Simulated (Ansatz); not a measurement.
AlAs under a change: x(Mg) = 0.75, 8 atoms, P-4m2

The parent structure is AlAs in the zinc blende structure (space group F-43m, No. 216; a = 5.675 Å).

The other end (x = 1) is MgAs in the zinc blende structure (space group F-43m, No. 216; a hypothetical phase, not in the database extracts checked): 27.17 Å³/atom, gap zero; this end may not be an ambient phase.

One thing is altered: a fraction x = 0.75 of the Al sites is given to Mg, ordered in a cell of 8 atoms (starting symmetry P-4m2) and fully relaxed.

All numbers come from Ansatz (a quantum-chemistry and plane-wave program) PBEsol, spin-orbit coupling left out. Settings: 13×13×4 k-points, 0.05 eV Fermi–Dirac smearing, for the changed cell.

The volume per atom grows by 1.485 Å³, from 22.84 Å³ to 24.33 Å³ and the shortest interatomic distance drops by 0.046 Å (2.457 Å → 2.411 Å). The band gap changes from 1.34 eV to zero and the mixing energy is -0.12 eV/atom (to 0.01 eV only: unlike meshes or grids) (against an end that may be hypothetical). The deviation of the volume from the linear (Vegard-type) interpolation amounts to -6.8 % and the mean first-shell distances is Al–As 2.411 Å (end compound 2.457 Å), Mg–As 2.626 Å (end compound 2.604 Å).

Final structure:

```xyz
8
Lattice="3.6845 0.0000 0.0000 0.0000 3.6845 0.0000 0.0000 0.0000 14.3352" Properties=species:S:1:pos:R:3 pbc="T T T"
As     1.8423     0.0000     8.7230
As     0.0000     1.8423     5.6122
As     1.8423     0.0000     1.8801
As     0.0000     1.8423    12.4551
Mg     0.0000     0.0000     0.0000
Mg     1.8423     1.8423    10.5876
Al     0.0000     0.0000     7.1676
Mg     1.8423     1.8423     3.7476
```

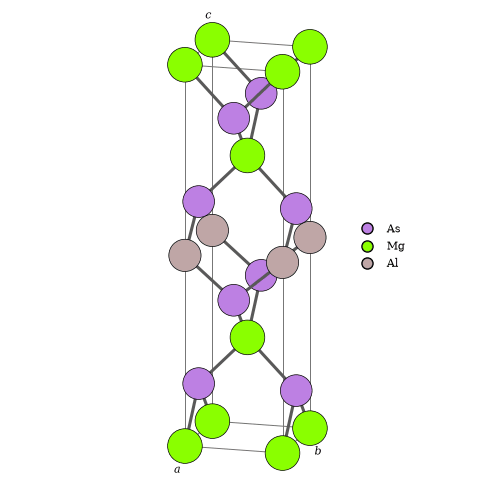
Figure. The relaxed conventional cell after the change

Each cell is one ordered arrangement of few atoms, which overstates ordering effects compared with a random alloy. No phonon test of stability was made. The final runs are not spin-polarised. An odd electron count without spin: Mg3AlAs4 and MgAs. Under x(Mg) = 0.75, 8 atoms, P-4m2 the cell changed shape so far that it is another structure.
